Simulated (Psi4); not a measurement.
# Geometry relaxation, with input and output: SnH2 (part 2 of 2)

SnH2; TPSS/def2-SVP, RKS, dispersion D4, core potentials def2 (Psi4 1.11). The geometry comes from this level: GFN2-xTB.

Geometry of the input (Å):
```
Sn 0.0052  -0.0089  -0.8701
H  1.2365  -0.0178  0.4428
H  -1.2416  0.0266  0.4273
```

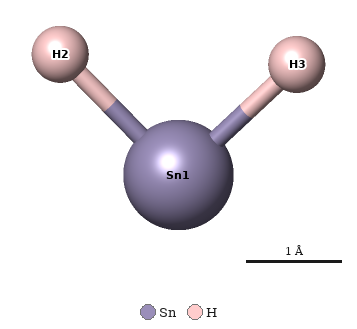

Fig. 1: The geometry at step 1 of the log (ball-and-stick view, seen at a tilt; atoms are numbered from 1 in the order of the input).

### Log, continued
```
   -------------------------------------------------------
    Irrep   Nso     Nmo     Nalpha   Nbeta   Ndocc  Nsocc
   -------------------------------------------------------
     A'        26      26       9       9       9       0
     A"        10      10       3       3       3       0
   -------------------------------------------------------
    Total      36      36      12      12      12       0
   -------------------------------------------------------

  ==> Iterations <==

                           Total Energy        Delta E     RMS |[F,P]|

   @DF-RKS iter   0:  -215.37178270524436   -2.15372e+02   6.63607e-04
   @DF-RKS iter   1:  -215.36812722800943    3.65548e-03   1.37782e-04 DIIS/ADIIS
   @DF-RKS iter   2:  -215.36812830032730   -1.07232e-06   1.30519e-04 DIIS/ADIIS
   @DF-RKS iter   3:  -215.36814352908664   -1.52288e-05   1.62697e-05 DIIS
   @DF-RKS iter   4:  -215.36814371607903   -1.86992e-07   3.66082e-06 DIIS
   @DF-RKS iter   5:  -215.36814372068761   -4.60858e-09   3.38005e-07 DIIS
   @DF-RKS iter   6:  -215.36814372075554   -6.79279e-11   1.86466e-07 DIIS
   @DF-RKS iter   7:  -215.36814372078541   -2.98712e-11   2.78508e-08 DIIS
   @DF-RKS iter   8:  -215.36814372078601   -5.96856e-13   1.57267e-09 DIIS
  Energy and wave function converged.

  ==> Post-Iterations <==

   Electrons on quadrature grid:
      Ntotal   =   23.9999993755 ; deviation = -6.245e-07

    Final Occupation by Irrep:
             Ap   App
    DOCC [     9,    3 ]
    NA   [     9,    3 ]
    NB   [     9,    3 ]

  @DF-RKS Final Energy:  -215.36814372078601

   => Energetics <=

    Nuclear Repulsion Energy =             13.2252973947627446
    One-Electron Energy =                -403.6628536111013545
    Two-Electron Energy =                 193.7152748870013852
    DFT Exchange-Correlation Energy =     -18.6444454424444430
    Empirical Dispersion Energy =          -0.0014169490043221
    VV10 Nonlocal Energy =                  0.0000000000000000
    Total Energy =                       -215.3681437207860085

Computation Completed

Properties will be evaluated at   0.000000,   0.000000,   0.000000 [a0]

Properties computed using the SCF density matrix

 Multipole Moments:

 ------------------------------------------------------------------------------------
     Multipole            Electronic (a.u.)      Nuclear  (a.u.)        Total (a.u.)
 ------------------------------------------------------------------------------------

 L = 1.  Multiply by 2.5417464519 to convert [e a0] to [Debye]
 Dipole X            :          2.9206060           -2.7099063            0.2106998
 Dipole Y            :          2.9501604           -2.7374155            0.2127449
 Dipole Z            :          0.0000000            0.0000000            0.0000000
 Magnitude           :                                                    0.2994241

 ------------------------------------------------------------------------------------

	total time  =          2 seconds =       0.03 minutes

         ------------------------------------------------------------
                                   SCF GRAD
         ------------------------------------------------------------

  ==> Geometry <==

    Molecular point group: cs
    Full point group: Cs

    Geometry (in Angstrom), charge = 0, multiplicity = 1:

       Center              X                  Y                   Z               Mass
    ------------   -----------------  -----------------  -----------------  -----------------
         SN           0.014788101448     0.014938220554     0.000000000000   119.902201630000
         H            0.014788101448    -1.774010060913     0.000000000000     1.007825032230
         H           -1.774146983025    -0.003208678029     0.000000000000     1.007825032230

  Nuclear repulsion =   13.225297394762745

   => Molecular Quadrature <=

    Radial Scheme          =       TREUTLER
    Pruning Scheme         =           NONE
    Nuclear Scheme         =       TREUTLER

    Blocking Scheme        =         OCTREE
    BS radius alpha        =              1
    Pruning alpha          =              1
    Radial Points          =             75
    Spherical Points       =            302
    Total Points           =          64977
    Total Blocks           =            547
    Max Points             =            256
    Max Functions          =             36
    Weights Tolerance      =       1.00E-15

  -Total Gradient:
     Atom            X                  Y                   Z
    ------   -----------------  -----------------  -----------------
       1        0.000014314747    -0.000001966800     0.000000000000
       2       -0.000341505975     0.000358352305     0.000000000000
       3        0.000345472512    -0.000339461846     0.000000000000

	total time  =          0 seconds =       0.00 minutes

    			-----------------------------------------

    			 OPTKING 3.0: for geometry optimizations

    			        with contributions from

    			-----------------------------------------

	                            ===> Fragment 1 <==

	 Z (Atomic Numbers)          Masses                          Geom
	      50.000000            119.902202         0.02794546  0.02822915  0.00000000
	       1.000000             1.007825          0.02794546 -3.35239316  0.00000000
	       1.000000             1.007825         -3.35265190 -0.00606352  0.00000000

	 - Coordinate -           - BOHR/RAD -       - ANG/DEG -
	 R(1,2)           =         3.380622           1.788948
	 R(1,3)           =         3.380771           1.789027
	 B(2,1,3)         =         1.560653          89.418813

	        --- Internal Coordinate Step in ANG or DEG, aJ/ANG or AJ/DEG ---
	-------------------------------------------------------------------------------
	           Coordinate      Previous         Force          Change          New
	           ----------      --------        ------          ------        ------
	               R(1,2)       1.78895        0.00290        0.00215       1.79110
	               R(1,3)       1.78903        0.00277        0.00205       1.79108
	             B(2,1,3)      89.41881        0.00009        0.53522      89.95404
	-------------------------------------------------------------------------------

	                                 ==> Convergence Check <==

	Measures of convergence in internal coordinates in au.

	Criteria marked as inactive (o), active & met (*), and active & unmet ( ).

	----------------------------------------------------------------------------------------------
	   Step    Total Energy     Delta E     Max Force     RMS Force      Max Disp      RMS Disp
	----------------------------------------------------------------------------------------------
	  Convergence Criteria     1.00e-06 *    3.00e-04 *             o    1.20e-03 *             o
	----------------------------------------------------------------------------------------------
	     2    -215.36814372   -1.92e-04      1.18e-03      7.35e-04 o    9.34e-03      6.29e-03 o  ~
	----------------------------------------------------------------------------------------------

Next Geometry in Ang
	Fragment 1 (Ang)

	   Sn   0.0126954721   0.0128772869   0.0000000000
	    H   0.0210877693  -1.7782061664   0.0000000000
	    H  -1.7783540216   0.0030483611   0.0000000000

    Structure for next step:
    Molecular point group: cs
    Full point group: Cs

    Geometry (in Angstrom), charge = 0, multiplicity = 1:

    SN
    H             1    1.791103
    H             1    1.791076      2   89.954038

gradient() will perform analytic gradient computation.

  ==> Geometry <==

    Molecular point group: cs
    Full point group: Cs

    Geometry (in Angstrom), charge = 0, multiplicity = 1:

       Center              X                  Y                   Z               Mass
    ------------   -----------------  -----------------  -----------------  -----------------
         SN           0.014805798235     0.014817900283     0.000000000000   119.902201630000
         H            0.014805798235    -1.776285214444     0.000000000000     1.007825032230
         H           -1.776270088599     0.013381128241     0.000000000000     1.007825032230

  Running in cs symmetry.

  Rotational constants: A =      5.29747  B =      5.21825  C =      2.62878 [cm^-1]
  Rotational constants: A = 158814.16965  B = 156439.29843  C =  78808.89442 [MHz]
  Nuclear repulsion =   13.208791867407205

  Charge       = 0
  Multiplicity = 1
  Electrons    = 24
  Nalpha       = 12
  Nbeta        = 12

   => Molecular Quadrature <=

    Radial Scheme          =       TREUTLER
    Pruning Scheme         =           NONE
    Nuclear Scheme         =       TREUTLER

    Blocking Scheme        =         OCTREE
    BS radius alpha        =              1
    Pruning alpha          =              1
    Radial Points          =             75
    Spherical Points       =            302
    Total Points           =          64981
    Total Blocks           =            546
    Max Points             =            254
    Max Functions          =             36
    Weights Tolerance      =       1.00E-15

   => Auxiliary Basis Set <=

  Basis Set: (DEF2-SVP AUX)
    Blend: DEF2-UNIVERSAL-JKFIT
    Number of shells: 58
    Number of basis functions: 254
    Number of Cartesian functions: 349
    Spherical Harmonics?: true
    Max angular momentum: 5

  Cached 100.0% of DFT collocation blocks in 0.163 [GiB].

  Minimum eigenvalue in the overlap matrix is 2.9669969458E-02.
  Reciprocal condition number of the overlap matrix is 8.2362577057E-03.
    Using symmetric orthogonalization.

  ==> Iterations <==

                           Total Energy        Delta E     RMS |[F,P]|

   @DF-RKS iter   0:  -215.36765662766175   -2.15368e+02   1.36067e-04
   @DF-RKS iter   1:  -215.36814882003651   -4.92192e-04   2.69821e-05 DIIS
   @DF-RKS iter   2:  -215.36814885633640   -3.62999e-08   2.44043e-05 DIIS
   @DF-RKS iter   3:  -215.36814937876784   -5.22431e-07   3.46054e-06 DIIS
   @DF-RKS iter   4:  -215.36814938886499   -1.00972e-08   6.80624e-07 DIIS
   @DF-RKS iter   5:  -215.36814938904845   -1.83462e-10   7.39339e-08 DIIS
   @DF-RKS iter   6:  -215.36814938905181   -3.35376e-12   3.86910e-08 DIIS
   @DF-RKS iter   7:  -215.36814938905295   -1.13687e-12   5.84854e-09 DIIS
  Energy and wave function converged.

  ==> Post-Iterations <==

   Electrons on quadrature grid:
      Ntotal   =   23.9999992001 ; deviation = -7.999e-07

    Orbital Energies [Eh]
    ---------------------

    Doubly Occupied:

       1Ap    -4.925673     1App   -3.307855     2Ap    -3.293200
       3Ap    -3.289434     4Ap    -0.947671     2App   -0.943780
       3App   -0.940503     5Ap    -0.931113     6Ap    -0.928136
       7Ap    -0.436295     8Ap    -0.263013     9Ap    -0.211514

    Virtual:

       4App   -0.133344    10Ap    -0.003466    11Ap     0.037180
      12Ap     0.146726    13Ap     0.209730     5App    0.216867
      14Ap     0.217497    15Ap     0.303554     6App    0.303960
       7App    0.306245    16Ap     0.420694    17Ap     0.429238
      18Ap     0.589201    19Ap     0.702401    20Ap     1.432092
       8App    1.492555     9App    1.539908    21Ap     1.605374
      22Ap     1.854998    23Ap     1.861521    10App   14.309762
      24Ap    14.573780    25Ap    14.621127    26Ap    51.581223

    Final Occupation by Irrep:
             Ap   App
    DOCC [     9,    3 ]
    NA   [     9,    3 ]
    NB   [     9,    3 ]

  @DF-RKS Final Energy:  -215.36814938905295

   => Energetics <=

    Nuclear Repulsion Energy =             13.2087918674072053
    One-Electron Energy =                -403.6281412631475405
    Two-Electron Energy =                 193.6963732983303998
    DFT Exchange-Correlation Energy =     -18.6437566972932629
    Empirical Dispersion Energy =          -0.0014165943497690
    VV10 Nonlocal Energy =                  0.0000000000000000
    Total Energy =                       -215.3681493890529453

Computation Completed

Properties will be evaluated at   0.000000,   0.000000,   0.000000 [a0]

Properties computed using the SCF density matrix

 Multipole Moments:

 ------------------------------------------------------------------------------------
     Multipole            Electronic (a.u.)      Nuclear  (a.u.)        Total (a.u.)
 ------------------------------------------------------------------------------------

 L = 1.  Multiply by 2.5417464519 to convert [e a0] to [Debye]
 Dipole X            :          2.9232317           -2.7131492            0.2100825
 Dipole Y            :          2.9256527           -2.7153669            0.2102858
 Dipole Z            :          0.0000000            0.0000000            0.0000000
 Magnitude           :                                                    0.2972454

 ------------------------------------------------------------------------------------

	total time  =          2 seconds =       0.03 minutes

         ------------------------------------------------------------
                                   SCF GRAD
         ------------------------------------------------------------

  ==> Geometry <==

    Molecular point group: cs
    Full point group: Cs

    Geometry (in Angstrom), charge = 0, multiplicity = 1:

       Center              X                  Y                   Z               Mass
    ------------   -----------------  -----------------  -----------------  -----------------
         SN           0.014805798235     0.014817900283     0.000000000000   119.902201630000
         H            0.014805798235    -1.776285214444     0.000000000000     1.007825032230
         H           -1.776270088599     0.013381128241     0.000000000000     1.007825032230

  Nuclear repulsion =   13.208791867407205

   => Molecular Quadrature <=

    Radial Scheme          =       TREUTLER
    Pruning Scheme         =           NONE
    Nuclear Scheme         =       TREUTLER

    Blocking Scheme        =         OCTREE
    BS radius alpha        =              1
    Pruning alpha          =              1
    Radial Points          =             75
    Spherical Points       =            302
    Total Points           =          64981
    Total Blocks           =            546
    Max Points             =            254
    Max Functions          =             36
    Weights Tolerance      =       1.00E-15

  -Total Gradient:
     Atom            X                  Y                   Z
    ------   -----------------  -----------------  -----------------
       1        0.000087248780     0.000092824343     0.000000000000
       2        0.000033409348    -0.000110357909     0.000000000000
       3       -0.000104883526     0.000033573073     0.000000000000

	total time  =          0 seconds =       0.00 minutes

    			-----------------------------------------

    			 OPTKING 3.0: for geometry optimizations

    			        with contributions from

    			-----------------------------------------

	                            ===> Fragment 1 <==

	 Z (Atomic Numbers)          Masses                          Geom
	      50.000000            119.902202         0.02797890  0.02800177  0.00000000
	       1.000000             1.007825          0.02797890 -3.35669258  0.00000000
	       1.000000             1.007825         -3.35666399  0.02528667  0.00000000

	 - Coordinate -           - BOHR/RAD -       - ANG/DEG -
	 R(1,2)           =         3.384694           1.791103
	 R(1,3)           =         3.384644           1.791076
	 B(2,1,3)         =         1.569994          89.954038

	        --- Internal Coordinate Step in ANG or DEG, aJ/ANG or AJ/DEG ---
	-------------------------------------------------------------------------------
	           Coordinate      Previous         Force          Change          New
	           ----------      --------        ------          ------        ------
	               R(1,2)       1.79110       -0.00095       -0.00057       1.79053
	               R(1,3)       1.79108       -0.00091       -0.00054       1.79053
	             B(2,1,3)      89.95404       -0.00001       -0.03843      89.91561
	-------------------------------------------------------------------------------

	                                 ==> Convergence Check <==

	Measures of convergence in internal coordinates in au.

	Criteria marked as inactive (o), active & met (*), and active & unmet ( ).

	----------------------------------------------------------------------------------------------
	   Step    Total Energy     Delta E     Max Force     RMS Force      Max Disp      RMS Disp
	----------------------------------------------------------------------------------------------
	  Convergence Criteria     1.00e-06 *    3.00e-04 *             o    1.20e-03 *             o
	----------------------------------------------------------------------------------------------
	     3    -215.36814939   -5.67e-06      1.16e-04 *    1.07e-04 o    1.08e-03 *    9.41e-04 o  ~
	----------------------------------------------------------------------------------------------

Next Geometry in Ang
	Fragment 1 (Ang)

	   Sn   0.0148276344   0.0148256091   0.0000000000
	    H   0.0142200500  -1.7757076184   0.0000000000
	    H  -1.7757061765   0.0127958234   0.0000000000

    Final optimized geometry and variables:
    Molecular point group: cs
    Full point group: Cs

    Geometry (in Angstrom), charge = 0, multiplicity = 1:

    SN
    H             1    1.791103
    H             1    1.791076      2   89.954038

    Psi4 run time: 0:00:08.54

[set-up sections that repeat, and orbital energies of the middle runs, are left out above]
```

### Standard output
```
Optimizer: Optimization complete!
```

### Trajectory as extended XYZ (Å, eV, eV/Å), 3 frames, from step=0 to step=2
```
3
Properties=species:S:1:pos:R:3:forces:R:3 step=0 energy=-5860.46053
Sn    0.0052   -0.0089   -0.8701    0.0004   0.0027   0.2687
H     1.2365   -0.0178    0.4428    0.0117  -0.0016  -0.1345
H    -1.2416    0.0266    0.4273   -0.0122  -0.0011  -0.1326
3
Properties=species:S:1:pos:R:3:forces:R:3 step=1 energy=-5860.46574
Sn    0.0056   -0.0089   -0.8695   -0.0006   0.0000   0.0004
H     1.2294   -0.0177    0.4353    0.0254  -0.0004   0.0014
H    -1.2865    0.0268    0.3674   -0.0249   0.0004  -0.0006
3
Properties=species:S:1:pos:R:3:forces:R:3 step=2 energy=-5860.46590
Sn    0.0057   -0.0089   -0.8694    0.0000   0.0001   0.0066
H     1.2309   -0.0177    0.4370   -0.0051   0.0001  -0.0030
H    -1.2994    0.0270    0.3568    0.0051  -0.0001  -0.0024
```

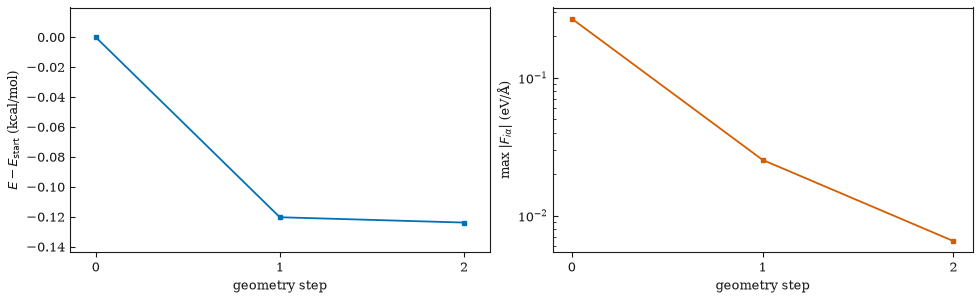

Fig. 2: Progress of the relaxation, step by step (steps are counted from 0).

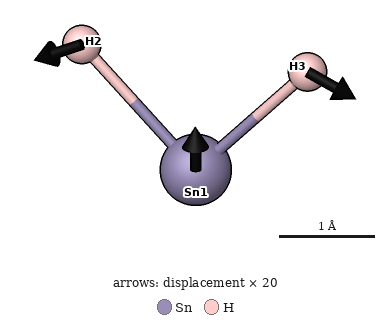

Fig. 3: The starting structure with the displacements as black arrows, magnified 20 times (ball-and-stick view, seen at a tilt). The two geometries are laid on each other by the best rigid fit. Over 2 geometry steps the energy falls by 0.12 kcal/mol. Largest force component: 0.27 eV/Å at the start, 0.0066 eV/Å at the end. The largest moves after the best rigid fit, 0.030 Å, are those of H2 and H3. By element the largest moves are H 0.030 Å, Sn 0.025 Å. Distances before and after: Sn1–H2 1.800 → 1.791 Å. Among the angles that change: H2–Sn1–H3 87.0° → 90.0°. (Atoms are counted from 1 in the order of the input.)

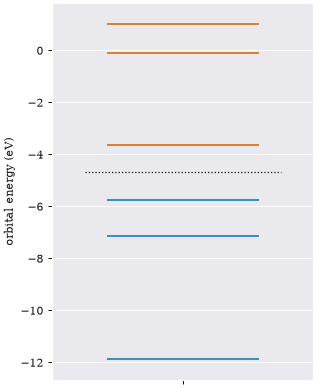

Fig. 4: Orbital energies near the frontier; the dotted line parts filled from empty levels, and levels within 0.02 eV of each other stand side by side. Highest filled −5.76 eV, lowest empty −3.63 eV, 2.13 eV apart.

### Summary

| quantity | value |
| --- | --- |
| outcome | converged |
| total energy | −215.368149 hartree |
| dispersion energy | −0.001417 hartree |
| HOMO | −5.76 eV |
| LUMO | −3.63 eV |
| dipole moment | 0.76 D |
| wall time | 9.6 s |
| peak memory | 0.41 GiB |
